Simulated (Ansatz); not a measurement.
The parent structure is KTaO3 in the cubic perovskite structure (space group Pm-3m, No. 221; a = 3.990 Å).

The change: electron doping at 5.0×10^21 cm⁻³ (0.318 per cell), with a uniform compensating background at fixed cell and a 300 K Fermi–Dirac width.

Method: Kohn–Sham DFT with the r2SCAN functional, run in Ansatz (a first-principles code) with PAW and 500 eV plane waves, without spin-orbit coupling.

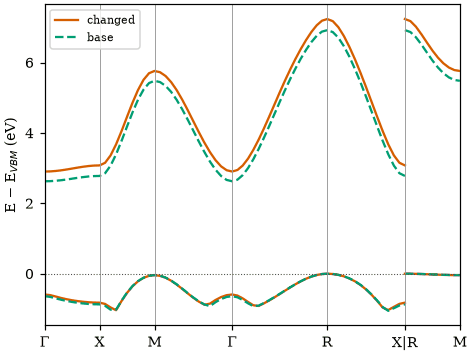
Figure: Highest valence and lowest conduction band along the path, each from its own valence-band maximum

Question: Read the changed gap and its character from the plot.

Answer: About 2.9 eV, indirect, R → Γ.

Carriers are added with a uniform compensating background; total energy and stress of such cells depend on the potential's zero and are not compared; many-body gap narrowing is missing at this level. Spin-orbit coupling, missing from the scalar runs, can matter with Ta. Whether these cells are dynamically stable was not tested.
